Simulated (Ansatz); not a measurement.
## C, response to strain

Start from C in the diamond structure (space group Fd-3m, No. 227; a = 3.5603 Å).

Strains are applied to the cell and any free atomic positions relax.

All numbers come from r2SCAN in Ansatz (plane waves to 500 eV, PAW, scalar-relativistic without spin-orbit coupling).

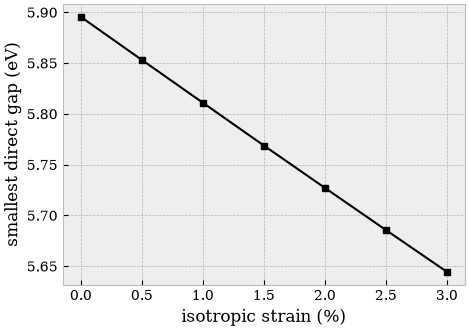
Fig. 1. Smallest direct gap against isotropic strain

From the plot, what is the smallest direct gap for isotropic strain +2.50 %?

About 5.69 eV.

Is the trend monotonic over the range shown?

Yes, it falls throughout, spanning 5.64 eV to 5.90 eV.

Whether these cells are dynamically stable was not tested.

Ansatz is a program for electronic structure.
